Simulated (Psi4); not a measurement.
# BH3O3 (B(OH)3): HF/3-21G

What is the vertical electron affinity of BH3O3 (B(OH)3) at HF/3-21G? 

The results are computed with Psi4 1.11.

1 further run of the same task is left out (set aside as unsound or not needed).

## (1) The structure to begin with

BH3O3 has 7 atoms, charge 0, and is taken as a singlet. As SMILES, `OB(O)O`. The coordinates come from a GFN2-xTB relaxation. This is a higher conformer, about 20 kJ/mol above the lowest found by a separate search.

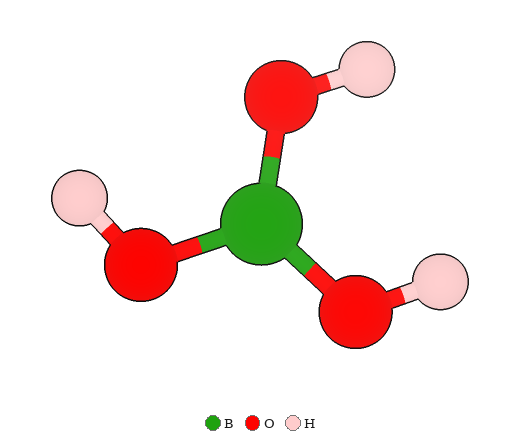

The structure, seen from a chosen angle (boron green, oxygen red, hydrogen pink).

## (2) A single-point energy at HF/3-21G

Input file job.py:

```python
import psi4

psi4.set_memory('1600 MB')
psi4.set_num_threads(1)
psi4.core.set_output_file('psi4.out', False)

m = psi4.geometry("""
B      0.179410    -0.132540    -0.077360
O      1.490810    -0.199570    -0.389610
H      1.952260     0.628070    -0.259260
O     -0.320640     1.062710     0.374830
H     -1.250820     1.097850     0.589780
O     -0.562320    -1.258630    -0.232330
H     -1.488690    -1.197890    -0.006060
symmetry c1
""")

psi4.set_options({
    'basis': '3-21G',
    'puream': True,
    'e_convergence': 1e-09,
    'd_convergence': 1e-08,
    'scf_type': 'pk',
})

e, wfn = psi4.energy("scf", molecule=m, return_wfn=True)
psi4.oeprop(wfn, "MULLIKEN_CHARGES", "LOWDIN_CHARGES", "MAYER_INDICES", title="SCF")
print(f'scf energy: {e:.10f} Eh')
```

Command:

```console
python job.py
```

psi4.out:

```text
[...]
  Running in c1 symmetry.
[...]
  Nuclear repulsion =  116.751213015521458
[...]
  Multiplicity = 1
[...]
  Nalpha       = 16
  Nbeta        = 16
[...]
    Number of basis functions: 42
[...]
   @RHF iter   1:  -249.65309734352252   -9.08325e-01   1.39398e-02 DIIS/ADIIS
[...]
   @RHF iter  11:  -249.79456096204240   -5.51381e-12   8.36390e-09 DIIS
[...]
    Orbital Energies [Eh]
    ---------------------
    Doubly Occupied:
       1A    -20.469924     2A    -20.461739     3A    -20.445855
       4A     -7.639360     5A     -1.403017     6A     -1.346900
       7A     -1.338321     8A     -0.785524     9A     -0.750448
      10A     -0.668008    11A     -0.605881    12A     -0.595080
      13A     -0.527695    14A     -0.509090    15A     -0.498656
      16A     -0.479631
[...]
  @RHF Final Energy:  -249.79456096204240
   => Energetics <=
    Nuclear Repulsion Energy =            116.7512130155214578
    One-Electron Energy =                -576.0412937397009046
    Two-Electron Energy =                 209.4955197621370644
    Total Energy =                       -249.7945609620423966
[...]
 Multipole Moments:
 ------------------------------------------------------------------------------------
     Multipole            Electronic (a.u.)      Nuclear  (a.u.)        Total (a.u.)
 ------------------------------------------------------------------------------------
 L = 1.  Multiply by 2.5417464519 to convert [e a0] to [Debye]
 Dipole X            :          0.0251597           -1.2355486           -1.2103889
 Dipole Y            :         -0.0616242            0.8385729            0.7769487
 Dipole Z            :         -0.0229313            0.5119870            0.4890556
 Magnitude           :                                                    1.5191663
[...]
  Mulliken Charges: (a.u.)
   Center  Symbol    Alpha    Beta     Spin     Total
       1     B     1.97446  1.97446  0.00000  1.05108
       2     O     4.36713  4.36713  0.00000 -0.73426
       3     H     0.29991  0.29991  0.00000  0.40018
       4     O     4.37999  4.37999  0.00000 -0.75997
       5     H     0.30340  0.30340  0.00000  0.39321
       6     O     4.36685  4.36685  0.00000 -0.73370
       7     H     0.30827  0.30827  0.00000  0.38347
   Total alpha = 16.00000, Total beta = 16.00000, Total charge = -0.00000
  Lowdin Charges: (a.u.)
[...]
```

On the terminal:

```text
scf energy: -249.7945609620 Eh
```

It took 1.2 s on 1 thread of Intel Xeon 6975P-C (Granite Rapids), shared host; peak memory 0.18 GiB.

## (3) The doublet anion: energy and forces at UHF/3-21G

Input file calc.dat:

```
memory 1600 MB

molecule molecule1 {
  -1 2
  B
  O 1 R2
  H 2 R3 1 A3
  O 1 R4 2 A4 3 D4
  H 4 R5 1 A5 2 D5
  O 1 R6 2 A6 3 D6
  H 6 R7 1 A7 2 D7

  R2 = 1.349727
  R3 = 0.956512
  A3 = 113.21816
  R4 = 1.372279
  A4 = 118.26391
  D4 = -0.13511
  R5 = 0.955339
  A5 = 117.45011
  D5 = 179.80955
  R6 = 1.357298
  A6 = 117.60295
  D6 = 179.86161
  R7 = 0.955536
  A7 = 116.745
  D7 = 179.88112
  symmetry c1
}

set {
  basis         3-21G
  reference     uhf
  puream        true
  e_convergence 1e-09
  d_convergence 1e-08
  scf_type      pk
  maxiter       200
}

E, wfn = gradient('hf', return_wfn=True)
oeprop(wfn, 'MULLIKEN_CHARGES', 'LOWDIN_CHARGES', 'QUADRUPOLE', title='HF')
```

Command:

```console
psi4 -i calc.dat -o calc.out -n 1
```

calc.out, cut to the lines that bear on the results:

```text
[...]
  Running in c1 symmetry.
[...]
  Nuclear repulsion =  116.751202628786842
[...]
  Multiplicity = 2
[...]
  Nalpha       = 17
  Nbeta        = 16
[...]
    Number of basis functions: 42
[...]
   @UHF iter   1:  -249.33614315254187   -5.91372e-01   1.64225e-02 DIIS/ADIIS
[...]
   @UHF iter  19:  -249.54303685607647   -3.32534e-12   7.54555e-09 DIIS
[...]
   @S^2 Observed:                7.552329113E-01
[...]
  @UHF Final Energy:  -249.54303685607647
   => Energetics <=
    Nuclear Repulsion Energy =            116.7512026287868423
    One-Electron Energy =                -585.2681096356934631
    Two-Electron Energy =                 218.9738701508301801
    Total Energy =                       -249.5430368560764691
  UHF NO Occupations:
  HONO-2 :   15  A 1.9995404
  HONO-1 :   16  A 1.9985549
[...]
  -Total Gradient:
     Atom            X                  Y                   Z
    ------   -----------------  -----------------  -----------------
       1        0.000283832707     0.008783623546     0.015715514033
       2       -0.000144795967    -0.005204357812    -0.132063994036
       3        0.000037391065     0.004896497638     0.000050560904
       4       -0.000469901748     0.110948878153     0.051021429155
       5        0.000095930694    -0.002334817308     0.004809684088
       6        0.000285081794    -0.118690896895     0.054831545087
       7       -0.000087538547     0.001601072678     0.005635260769
[...]
 Multipole Moments:
 ------------------------------------------------------------------------------------
     Multipole            Electronic (a.u.)      Nuclear  (a.u.)        Total (a.u.)
 ------------------------------------------------------------------------------------
[...]
  Mulliken Charges: (a.u.)
   Center  Symbol    Alpha    Beta     Spin     Total
       1     B     2.75414  1.82117  0.93297  0.42469
       2     O     4.40081  4.36729  0.03352 -0.76810
       3     H     0.34403  0.35207 -0.00804  0.30390
       4     O     4.40460  4.37744  0.02716 -0.78204
       5     H     0.34798  0.35564 -0.00766  0.29638
       6     O     4.39562  4.36532  0.03030 -0.76094
       7     H     0.35282  0.36107 -0.00825  0.28611
   Total alpha = 17.00000, Total beta = 16.00000, Total charge = -1.00000
  Lowdin Charges: (a.u.)
[...]
```

Run time: 1.3 s. Hardware: 1 thread of Intel Xeon 6975P-C (Granite Rapids), shared host; peak memory 0.18 GiB.

## (4) Results

At HF/3-21G:

```
                                         quantity          value
                      singlet BH3O3: total energy  -249.79456 Eh
                     singlet BH3O3: dipole moment         3.86 D
                       singlet BH3O3: HOMO energy      -13.05 eV
                       singlet BH3O3: LUMO energy        6.03 eV
                     singlet BH3O3: HOMO–LUMO gap       19.09 eV
                      doublet anion: total energy  -249.54304 Eh
doublet anion: HOMO energy (highest over α and β)        6.15 eV
 doublet anion: LUMO energy (lowest over α and β)       12.28 eV
                              doublet anion: ⟨S²⟩          0.755
          doublet anion: largest force on an atom     6.796 eV/Å
vertical electron affinity (to the doublet anion)      -6.844 eV
```

What this shows: The anion lies 6.84 eV (158 kcal/mol) above the neutral: the electron isn't bound at this level, and such a value depends on the basis. Without diffuse functions anions come out too high. Hartree–Fock misses the correlation that binds many anions. Mulliken charges (doublet anion) run from -0.78 on O4 to +0.42 on B1; they depend strongly on the basis. The HOMO (doublet anion) lies at positive energy, 6.15 eV: the electron is unbound at this level or held by a compact basis; values depend on the basis.
